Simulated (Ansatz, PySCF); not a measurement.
Dissociation curve of GeB (cation, charge +1), lowest triplet found (which spin is the ground state isn't settled by this scan).

Levels: FCI = Ansatz (a program for electronic structure) with full CI/aug-cc-pVDZ, cores with 3d frozen; UKS-CAM-B3LYP = unrestricted CAM-B3LYP/aug-cc-pVDZ run with Ansatz; UKS-B3LYP/6-31G* = unrestricted B3LYP/6-31G*, spherical d (PySCF 2.14.0); UCCSD(T) = CCSD(T) on UHF/aug-cc-pVDZ, cores with 3d frozen (Ansatz); UCCSD = CCSD on UHF/aug-cc-pVDZ, cores with 3d frozen run with Ansatz.

Energies are in kJ/mol, each relative to the lowest point of its own curve between 2.07 and 2.55 Å, where full CI is lowest.

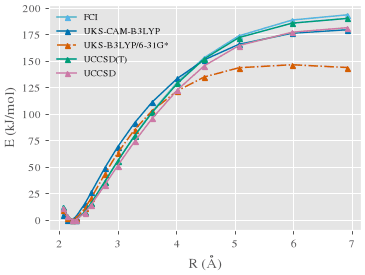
Figure. Energy against bond length for each method.

```csv
R / Å,FCI,UKS-CAM-B3LYP,UKS-B3LYP/6-31G*,UCCSD(T),UCCSD
2.07,12.0,4.6,8.9,12.0,11.7
2.14,3.7,0.0,2.2,3.7,3.7
2.22,0.0,0.0,0.0,0.0,0.0
2.29,0.2,3.2,1.5,0.3,0.1
2.44,7.4,15.3,11.0,7.7,6.7
2.55,15.7,26.1,20.8,16.1,14.3
2.78,35.9,49.0,43.2,36.2,32.9
3.00,55.5,68.9,63.2,55.5,51.1
3.29,79.7,91.6,85.2,79.3,74.1
3.59,102.2,111.2,103.1,101.5,95.7
4.02,129.9,133.5,121.8,128.8,122.7
4.48,153.1,151.0,134.8,152.0,145.4
5.07,173.6,165.6,143.5,172.0,164.4
5.98,188.6,176.1,146.4,185.6,177.1
6.92,193.5,179.4,143.8,190.1,181.3
```

At the longest distance, 6.92 Å, FCI lies highest above its minimum (193.5 kJ/mol) and UKS-B3LYP/6-31G* lowest (143.8 kJ/mol).

The scan ran from 1.47 to 6.92 Å; beyond the distances shown full CI changes its symmetry label.
